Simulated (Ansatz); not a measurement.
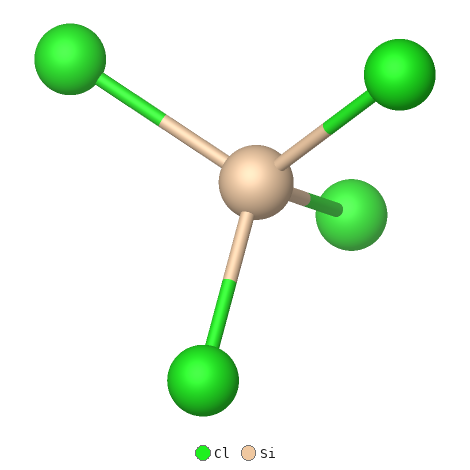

Count the atoms of each element.

SiCl4, 5 atoms: 1 silicon and 4 chlorine.

Which point group does it belong to?

Td.

How many bonds of each kind are drawn?

4 Cl–Si. Sticks follow a distance rule.

How many sets of symmetry-equivalent atoms are there?

2: 4 Cl, 1 Si.

More results for the same structure follow; atom numbers are the same in all pictures, views and colours differ. The geometry was computed by an optimisation with PBE0-D4/def2-TZVP.

Geometry

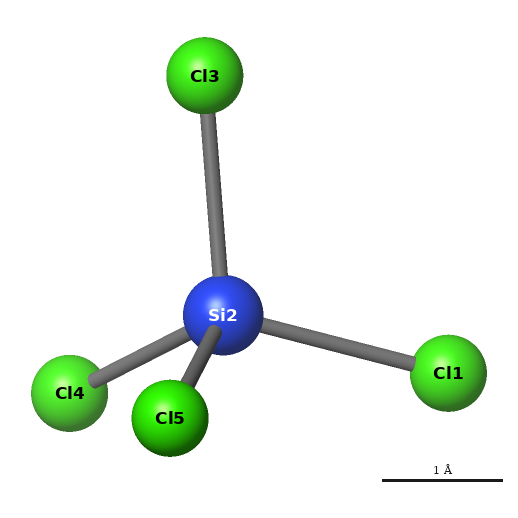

What are the angles Cl1–Si2–Cl3?

```json
{"angle": "Cl1–Si2–Cl3", "degrees": "109.5"}
```

Vibrations

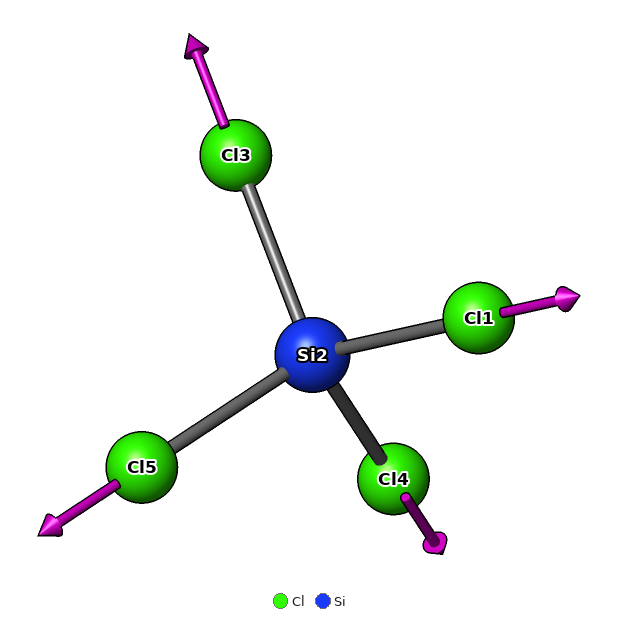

The arrows show one normal mode. Harmonic vibrations computed with RKS PBE0-D4/def2-TZVP (Ansatz 0.2.0) at a stationary point of the same level.

Describe the motion.

Mostly in-phase stretching of 4 Cl–Si bonds.

Estimate its harmonic wavenumber.

422 cm⁻¹; it is mode 6 of 9 counted from the lowest.

Electronic properties

Properties computed with RKS PBE0-D4/def2-TZVPP (Ansatz 0.2.0).

Computed properties:

- HOMO energy (Kohn–Sham orbital): −9.54 eV
- LUMO energy (Kohn–Sham orbital): −0.56 eV
- HOMO–LUMO gap: 8.98 eV

Charges

The questions are on Mulliken charges. Method: RKS PBE0-D4/def2-TZVP (Ansatz 0.2.0).

List the Mulliken charges.

```
atom  value (e)
 Cl1      −0.16
 Si2       0.65
 Cl3      −0.16
 Cl4      −0.16
 Cl5      −0.16
```

Thermal motion

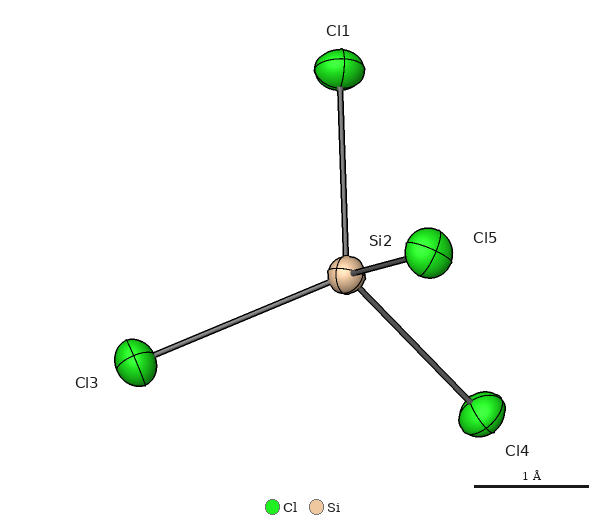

Displacement ellipsoids at the 50 % level, enlarged 3 times, from the internal vibrations of the free molecule (harmonic, no overall translation or rotation; no half-axis is drawn under 0.075 Å). Vibrations computed with RKS PBE0-D4/def2-TZVP (Ansatz 0.2.0). Temperature: 200 K.

Which atom has the largest mean-square displacement?

Cl1, Cl3, Cl4, Cl5, with U_eq = 0.0020 Å².

Give the displacement parameters, one line for each set of equivalent atoms.

```
              atom  U_eq (Å²)   rms amplitudes (Å)
Cl1, Cl3, Cl4, Cl5     0.0020  0.039, 0.048, 0.048
               Si2     0.0014  0.037, 0.037, 0.037
```

Mulliken values depend strongly on the basis set and can even reverse the polarity of a bond.
